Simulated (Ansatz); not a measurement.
# CH₄Al (doublet): wB97M-V, HSE06, B2PLYP, RPA-PBE over vertical spin and charge gaps and displaced geometries, cc-pVDZ, part 2 of 2

Ansatz 0.2.0, Gaussian basis; cc-pVDZ, all electrons in the functionals, frozen cores in the correlation of double hybrids and RPA.

### Step 12. B2PLYP, charge 1, singlet

in.yaml

```yaml
crystal:
  periodic: [false, false, false]
  atoms:
    - {symbol: Al, position_ang: [0.000000, -0.100225, 0.690538]}
    - {symbol: C, position_ang: [0.000000, 0.082589, -1.266301]}
    - {symbol: H, position_ang: [0.000000, 1.250798, 1.564976]}
    - {symbol: H, position_ang: [0.000000, -0.865219, -1.806220]}
    - {symbol: H, position_ang: [0.880712, 0.656598, -1.577205]}
    - {symbol: H, position_ang: [-0.880712, 0.656598, -1.577205]}
basis:
  gaussian: {orbitals: cc-pVDZ}
total_charge: 1
hamiltonian: {xc: {name: B2PLYP}}
correlation: {electrons: outside_noble_gas}
```

Started as:

```console
> ansatz run in.yaml --threads 1 --pin off --events-out ev --progress --plain --max-ram 2393MiB
```

Standard output, cut to the lines that bear on the results:

```text
Functional definition: B2PLYP
  name "B2PLYP"
  cite "Grimme, J. Chem. Phys. 124, 034108 (2006) doi:10.1063/1.2148954"
  cite "Becke, Phys. Rev. A 38, 3098 (1988) doi:10.1103/PhysRevA.38.3098"
  cite "Lee, Yang & Parr, Phys. Rev. B 37, 785 (1988) doi:10.1103/PhysRevB.37.785"
[...]
485 factors; integrals over basis functions are off by at most 1.0e-3 eV
[...]
mean field -7683.78922375 eV, -282.3740457134 hartree, gradient 2.8e-6 eV, S^2 0.000000; 0 other end points of the search recorded, 0 dependent functions left out
6 core orbitals not correlated: weight in the atoms' cores, before any rotation towards them, 1.000 or more for the frozen orbitals, at most 0.000 for the correlated occupied ones
reference -7683.78936569 eV, -282.3740509295 hartree; 5, 5 occupied and 41, 41 virtual orbitals, 485 factors
second order -6.68347199 eV of doubles, -0.00000000 eV of singles
Total energy: -7685.59390313 eV, -282.4403664572 hartree
```

It took 1.1 s on 1 thread of Arm Neoverse V2, shared host.

From charge 0, doublet: +168.5 kcal/mol.

### Step 13. B2PLYP, charge 1, triplet

Edit in.yaml of step 12 so:

```diff
@@ -12,2 +12,3 @@
 total_charge: 1
+magnetization: {spin_polarized: true, initial_magnetization: 2}
 hamiltonian: {xc: {name: B2PLYP}}
```

Same command.

Standard output, cut to the lines that bear on the results:

```text
Functional definition: B2PLYP
  name "B2PLYP"
  cite "Grimme, J. Chem. Phys. 124, 034108 (2006) doi:10.1063/1.2148954"
  cite "Becke, Phys. Rev. A 38, 3098 (1988) doi:10.1103/PhysRevA.38.3098"
  cite "Lee, Yang & Parr, Phys. Rev. B 37, 785 (1988) doi:10.1103/PhysRevB.37.785"
[...]
485 factors; integrals over basis functions are off by at most 1.0e-3 eV
[...]
mean field -7681.21244395 eV, -282.2793508024 hartree, gradient 7.8e-6 eV, S^2 2.025292; 1 other end points of the search recorded, 0 dependent functions left out
6 core orbitals not correlated: weight in the atoms' cores, before any rotation towards them, 1.000 or more for the frozen orbitals, at most 0.000 for the correlated occupied ones
reference -7681.21257696 eV, -282.2793556905 hartree; 6, 4 occupied and 40, 42 virtual orbitals, 485 factors
second order -5.84333083 eV of doubles, -0.00000000 eV of singles
Total energy: -7682.79027629 eV, -282.3373350712 hartree
```

Wall time 2.2 s (1 thread of Arm Neoverse V2, shared host).

From the report: ⟨S²⟩ of the determinant 2.025 (pure triplet: 2.00).

From charge 0, doublet: +233.2 kcal/mol.

### Step 14. B2PLYP, displaced geometry v1

in.yaml

```yaml
crystal:
  periodic: [false, false, false]
  atoms:
    - {symbol: Al, position_ang: [0.003533, -0.095802, 0.698137]}
    - {symbol: C, position_ang: [0.002700, 0.070869, -1.269855]}
    - {symbol: H, position_ang: [0.050664, 1.298389, 1.518808]}
    - {symbol: H, position_ang: [-0.052113, -0.880443, -1.822585]}
    - {symbol: H, position_ang: [0.786214, 0.657554, -1.645060]}
    - {symbol: H, position_ang: [-0.911499, 0.644535, -1.607875]}
basis:
  gaussian: {orbitals: cc-pVDZ}
magnetization: {spin_polarized: true, initial_magnetization: 1}
hamiltonian: {xc: {name: B2PLYP}}
correlation: {electrons: outside_noble_gas}
```

Same command.

Standard output, cut to the lines that bear on the results:

```text
Functional definition: B2PLYP
  name "B2PLYP"
  cite "Grimme, J. Chem. Phys. 124, 034108 (2006) doi:10.1063/1.2148954"
  cite "Becke, Phys. Rev. A 38, 3098 (1988) doi:10.1103/PhysRevA.38.3098"
  cite "Lee, Yang & Parr, Phys. Rev. B 37, 785 (1988) doi:10.1103/PhysRevB.37.785"
[...]
484 factors; integrals over basis functions are off by at most 1.0e-3 eV
[...]
mean field -7691.00353966 eV, -282.6391669331 hartree, gradient 6.3e-6 eV, S^2 0.752826; 0 other end points of the search recorded, 0 dependent functions left out
6 core orbitals not correlated: weight in the atoms' cores, before any rotation towards them, 1.000 or more for the frozen orbitals, at most 0.000 for the correlated occupied ones
reference -7691.00367560 eV, -282.6391719287 hartree; 6, 5 occupied and 40, 41 virtual orbitals, 484 factors
second order -6.71410672 eV of doubles, -0.00000000 eV of singles
Total energy: -7692.81648441 eV, -282.7057914239 hartree
```

It took 1.7 s on 1 thread of Arm Neoverse V2, shared host.

From the report: ⟨S²⟩ of the determinant 0.753 (pure doublet: 0.75).

From charge 0, doublet: +2.0 kcal/mol.

### Step 15. B2PLYP, displaced geometry v2

in.yaml

```yaml
crystal:
  periodic: [false, false, false]
  atoms:
    - {symbol: Al, position_ang: [0.050156, -0.096002, 0.690078]}
    - {symbol: C, position_ang: [-0.114718, 0.095185, -1.255168]}
    - {symbol: H, position_ang: [-0.038097, 1.230971, 1.567929]}
    - {symbol: H, position_ang: [0.045011, -0.940316, -1.785053]}
    - {symbol: H, position_ang: [0.822665, 0.562368, -1.658921]}
    - {symbol: H, position_ang: [-0.805229, 0.582631, -1.639955]}
basis:
  gaussian: {orbitals: cc-pVDZ}
magnetization: {spin_polarized: true, initial_magnetization: 1}
hamiltonian: {xc: {name: B2PLYP}}
correlation: {electrons: outside_noble_gas}
```

Launched as before.

Standard output, cut to the lines that bear on the results:

```text
Functional definition: B2PLYP
  name "B2PLYP"
  cite "Grimme, J. Chem. Phys. 124, 034108 (2006) doi:10.1063/1.2148954"
  cite "Becke, Phys. Rev. A 38, 3098 (1988) doi:10.1103/PhysRevA.38.3098"
  cite "Lee, Yang & Parr, Phys. Rev. B 37, 785 (1988) doi:10.1103/PhysRevB.37.785"
[...]
483 factors; integrals over basis functions are off by at most 1.0e-3 eV
[...]
mean field -7690.19896121 eV, -282.6095992203 hartree, gradient 6.5e-6 eV, S^2 0.752521; 0 other end points of the search recorded, 0 dependent functions left out
6 core orbitals not correlated: weight in the atoms' cores, before any rotation towards them, 1.000 or more for the frozen orbitals, at most 0.000 for the correlated occupied ones
reference -7690.19909678 eV, -282.6096042024 hartree; 6, 5 occupied and 40, 41 virtual orbitals, 483 factors
second order -6.68612669 eV of doubles, -0.00000000 eV of singles
Total energy: -7692.00435098 eV, -282.6759460708 hartree
```

Run time: 1.7 s. Hardware: 1 thread of Arm Neoverse V2, shared host.

From the report: ⟨S²⟩ of the determinant 0.753 (pure doublet: 0.75).

From charge 0, doublet: +20.7 kcal/mol.

### Step 16. RPA-PBE, charge 0, doublet

in.yaml

```yaml
crystal:
  periodic: [false, false, false]
  atoms:
    - {symbol: Al, position_ang: [0.000000, -0.100225, 0.690538]}
    - {symbol: C, position_ang: [0.000000, 0.082589, -1.266301]}
    - {symbol: H, position_ang: [0.000000, 1.250798, 1.564976]}
    - {symbol: H, position_ang: [0.000000, -0.865219, -1.806220]}
    - {symbol: H, position_ang: [0.880712, 0.656598, -1.577205]}
    - {symbol: H, position_ang: [-0.880712, 0.656598, -1.577205]}
basis:
  gaussian: {orbitals: cc-pVDZ}
magnetization: {spin_polarized: true, initial_magnetization: 1}
hamiltonian: {xc: {name: PBE}}
correlation: {method: rpa, electrons: outside_noble_gas}
```

Launched as before.

Standard output, cut to the lines that bear on the results:

```text
Functional definition: PBE
  name "PBE"
  cite "Perdew, Burke & Ernzerhof, Phys. Rev. Lett. 77, 3865 (1996) doi:10.1103/PhysRevLett.77.3865"
  parent pbe
[...]
485 factors; integrals over basis functions are off by at most 1.0e-3 eV
[...]
mean field -7692.11162782 eV, -282.6798884218 hartree, gradient 5.4e-6 eV, S^2 0.751044; 0 other end points of the search recorded, 0 dependent functions left out
6 core orbitals not correlated: weight in the atoms' cores, before any rotation towards them, 1.000 or more for the frozen orbitals, at most 0.000 for the correlated occupied ones
reference -7675.16892837 eV, -282.0572557011 hartree; 6, 5 occupied and 40, 41 virtual orbitals, 485 factors
Total energy: -7685.50899171 eV, -282.4372460203 hartree
```

Wall time 1.6 s (1 thread of Arm Neoverse V2, shared host).

From the report: ⟨S²⟩ of the determinant 0.751 (pure doublet: 0.75).

### Step 17. RPA-PBE, charge 0, quartet

Edit in.yaml of step 16 so:

```diff
@@ -11,3 +11,3 @@
   gaussian: {orbitals: cc-pVDZ}
-magnetization: {spin_polarized: true, initial_magnetization: 1}
+magnetization: {spin_polarized: true, initial_magnetization: 3}
 hamiltonian: {xc: {name: PBE}}
```

Launched as before.

Standard output, cut to the lines that bear on the results:

```text
Functional definition: PBE
  name "PBE"
  cite "Perdew, Burke & Ernzerhof, Phys. Rev. Lett. 77, 3865 (1996) doi:10.1103/PhysRevLett.77.3865"
  parent pbe
[...]
485 factors; integrals over basis functions are off by at most 1.0e-3 eV
[...]
mean field -7687.81753329 eV, -282.5220833584 hartree, gradient 4.4e-6 eV, S^2 3.753128; 1 other end points of the search recorded, 0 dependent functions left out
6 core orbitals not correlated: weight in the atoms' cores, before any rotation towards them, 1.000 or more for the frozen orbitals, at most 0.000 for the correlated occupied ones
reference -7670.78837192 eV, -281.8962732211 hartree; 7, 4 occupied and 39, 42 virtual orbitals, 485 factors
Total energy: -7681.09147895 eV, -282.2749054204 hartree
```

Wall time 2 s (1 thread of Arm Neoverse V2, shared host).

From the report: ⟨S²⟩ of the determinant 3.753 (pure quartet: 3.75).

From charge 0, doublet: +101.9 kcal/mol.

### Step 18. RPA-PBE, charge 1, singlet

Edit in.yaml of step 17 so:

```diff
@@ -11,3 +11,3 @@
   gaussian: {orbitals: cc-pVDZ}
-magnetization: {spin_polarized: true, initial_magnetization: 3}
+total_charge: 1
 hamiltonian: {xc: {name: PBE}}
```

Same command.

Standard output, cut to the lines that bear on the results:

```text
Functional definition: PBE
  name "PBE"
  cite "Perdew, Burke & Ernzerhof, Phys. Rev. Lett. 77, 3865 (1996) doi:10.1103/PhysRevLett.77.3865"
  parent pbe
[...]
485 factors; integrals over basis functions are off by at most 1.0e-3 eV
[...]
mean field -7684.76285248 eV, -282.4098259093 hartree, gradient 6.2e-7 eV, S^2 0.000000; 1 other end points of the search recorded, 0 dependent functions left out
6 core orbitals not correlated: weight in the atoms' cores, before any rotation towards them, 1.000 or more for the frozen orbitals, at most 0.000 for the correlated occupied ones
reference -7667.99121952 eV, -281.7934797664 hartree; 5, 5 occupied and 41, 41 virtual orbitals, 485 factors
Total energy: -7678.04954146 eV, -282.1631162799 hartree
```

Run time: 1.3 s. Hardware: 1 thread of Arm Neoverse V2, shared host.

From charge 0, doublet: +172.0 kcal/mol.

### Step 19. RPA-PBE, charge 1, triplet

Edit in.yaml of step 18 so:

```diff
@@ -12,2 +12,3 @@
 total_charge: 1
+magnetization: {spin_polarized: true, initial_magnetization: 2}
 hamiltonian: {xc: {name: PBE}}
```

The command is unchanged.

Standard output, cut to the lines that bear on the results:

```text
Functional definition: PBE
  name "PBE"
  cite "Perdew, Burke & Ernzerhof, Phys. Rev. Lett. 77, 3865 (1996) doi:10.1103/PhysRevLett.77.3865"
  parent pbe
[...]
485 factors; integrals over basis functions are off by at most 1.0e-3 eV
[...]
mean field -7682.10736440 eV, -282.3122385224 hartree, gradient 2.4e-6 eV, S^2 2.006533; 0 other end points of the search recorded, 0 dependent functions left out
6 core orbitals not correlated: weight in the atoms' cores, before any rotation towards them, 1.000 or more for the frozen orbitals, at most 0.000 for the correlated occupied ones
reference -7665.66352867 eV, -281.7079387051 hartree; 6, 4 occupied and 40, 42 virtual orbitals, 485 factors
Total energy: -7675.37893392 eV, -282.0649732628 hartree
```

Run time: 1.6 s. Hardware: 1 thread of Arm Neoverse V2, shared host.

From the report: ⟨S²⟩ of the determinant 2.007 (pure triplet: 2.00).

From charge 0, doublet: +233.6 kcal/mol.

### Step 20. RPA-PBE, displaced geometry v1

in.yaml

```yaml
crystal:
  periodic: [false, false, false]
  atoms:
    - {symbol: Al, position_ang: [0.003533, -0.095802, 0.698137]}
    - {symbol: C, position_ang: [0.002700, 0.070869, -1.269855]}
    - {symbol: H, position_ang: [0.050664, 1.298389, 1.518808]}
    - {symbol: H, position_ang: [-0.052113, -0.880443, -1.822585]}
    - {symbol: H, position_ang: [0.786214, 0.657554, -1.645060]}
    - {symbol: H, position_ang: [-0.911499, 0.644535, -1.607875]}
basis:
  gaussian: {orbitals: cc-pVDZ}
magnetization: {spin_polarized: true, initial_magnetization: 1}
hamiltonian: {xc: {name: PBE}}
correlation: {method: rpa, electrons: outside_noble_gas}
```

Launched as before.

Standard output, cut to the lines that bear on the results:

```text
Functional definition: PBE
  name "PBE"
  cite "Perdew, Burke & Ernzerhof, Phys. Rev. Lett. 77, 3865 (1996) doi:10.1103/PhysRevLett.77.3865"
  parent pbe
[...]
484 factors; integrals over basis functions are off by at most 1.0e-3 eV
[...]
mean field -7692.03005822 eV, -282.6768907944 hartree, gradient 4.3e-6 eV, S^2 0.751075; 0 other end points of the search recorded, 0 dependent functions left out
6 core orbitals not correlated: weight in the atoms' cores, before any rotation towards them, 1.000 or more for the frozen orbitals, at most 0.000 for the correlated occupied ones
reference -7675.07923503 eV, -282.0539595319 hartree; 6, 5 occupied and 40, 41 virtual orbitals, 484 factors
Total energy: -7685.42423210 eV, -282.4341311620 hartree
```

Run time: 1.6 s. Hardware: 1 thread of Arm Neoverse V2, shared host.

From the report: ⟨S²⟩ of the determinant 0.751 (pure doublet: 0.75).

From charge 0, doublet: +2.0 kcal/mol.

### Step 21. RPA-PBE, displaced geometry v2

in.yaml

```yaml
crystal:
  periodic: [false, false, false]
  atoms:
    - {symbol: Al, position_ang: [0.050156, -0.096002, 0.690078]}
    - {symbol: C, position_ang: [-0.114718, 0.095185, -1.255168]}
    - {symbol: H, position_ang: [-0.038097, 1.230971, 1.567929]}
    - {symbol: H, position_ang: [0.045011, -0.940316, -1.785053]}
    - {symbol: H, position_ang: [0.822665, 0.562368, -1.658921]}
    - {symbol: H, position_ang: [-0.805229, 0.582631, -1.639955]}
basis:
  gaussian: {orbitals: cc-pVDZ}
magnetization: {spin_polarized: true, initial_magnetization: 1}
hamiltonian: {xc: {name: PBE}}
correlation: {method: rpa, electrons: outside_noble_gas}
```

Launched as before.

Standard output, cut to the lines that bear on the results:

```text
Functional definition: PBE
  name "PBE"
  cite "Perdew, Burke & Ernzerhof, Phys. Rev. Lett. 77, 3865 (1996) doi:10.1103/PhysRevLett.77.3865"
  parent pbe
[...]
483 factors; integrals over basis functions are off by at most 1.0e-3 eV
[...]
mean field -7691.20514011 eV, -282.6465756131 hartree, gradient 6.4e-6 eV, S^2 0.751030; 0 other end points of the search recorded, 0 dependent functions left out
6 core orbitals not correlated: weight in the atoms' cores, before any rotation towards them, 1.000 or more for the frozen orbitals, at most 0.000 for the correlated occupied ones
reference -7674.26773520 eV, -282.0241374632 hartree; 6, 5 occupied and 40, 41 virtual orbitals, 483 factors
Total energy: -7684.56842661 eV, -282.4026808905 hartree
```

Wall time 1.6 s (1 thread of Arm Neoverse V2, shared host).

From the report: ⟨S²⟩ of the determinant 0.751 (pure doublet: 0.75).

From charge 0, doublet: +21.7 kcal/mol.

### Step 22. The comparison

The yardstick is UCCSDT(Q), where the cluster series has nearly closed. It comes from earlier runs at the same points. Energies in kcal/mol, counted from charge 0, doublet; blanks weren't run or aren't comparable.

```csv
level,doublet to quartet,ionisation to the singlet cation,ionisation to the triplet cation,displacement v1,displacement v2
UCCSDT(Q),104.1,167.4,233.0,2.0,21.3
wB97M-V,112.3,166.5,235.8,1.9,20.4
HSE06,,,,,20.7
B2PLYP,106.9,168.5,233.2,2.0,20.7
RPA-PBE,101.9,172.0,233.6,2.0,21.7
```

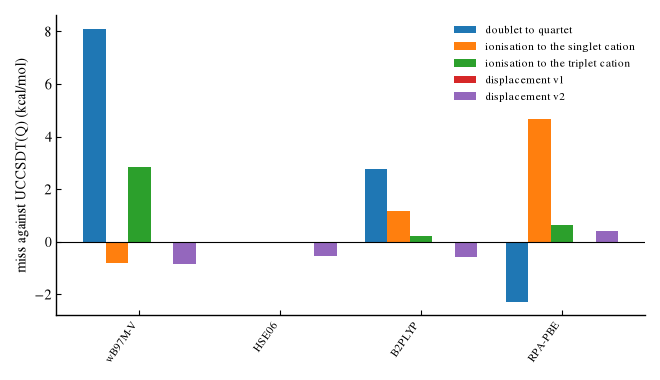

Misses of the gaps against UCCSDT(Q).

Largest miss and mean time a point (UCCSDT(Q) took 41 s a point; shared hosts):

```csv
level,largest miss (kcal/mol),where,time a point
wB97M-V,+8.1,doublet to quartet,6.5 s
HSE06,-0.6,displacement v2,1.6 s
B2PLYP,+2.8,doublet to quartet,1.7 s
RPA-PBE,+4.7,ionisation to the singlet cation,1.6 s
```

### Step 23. Outcome

This closing draws on all 2 parts.

| quantity | value |
| --- | --- |
| doublet to quartet, UCCSDT(Q) | 104.1 kcal/mol |
| ionisation to the singlet cation, UCCSDT(Q) | 167.4 kcal/mol |
| ionisation to the triplet cation, UCCSDT(Q) | 233.0 kcal/mol |
| displacement v1, UCCSDT(Q) | 2.0 kcal/mol |
| displacement v2, UCCSDT(Q) | 21.3 kcal/mol |
| largest miss, wB97M-V | +8.1 kcal/mol (doublet to quartet) |
| largest miss, HSE06 | -0.6 kcal/mol (displacement v2) |
| largest miss, B2PLYP | +2.8 kcal/mol (doublet to quartet) |
| largest miss, RPA-PBE | +4.7 kcal/mol (ionisation to the singlet cation) |

In words: Misses are known at 5 of 5 points at best, and only functionals with that many are ranked. Of the functionals, B2PLYP keep the smallest largest miss at the points compared (at most 2.8 kcal/mol) and wB97M-V strays most (8.1 kcal/mol, at doublet to quartet). Functionals and the yardstick converge differently with the basis, so part of each miss in cc-pVDZ is the basis.
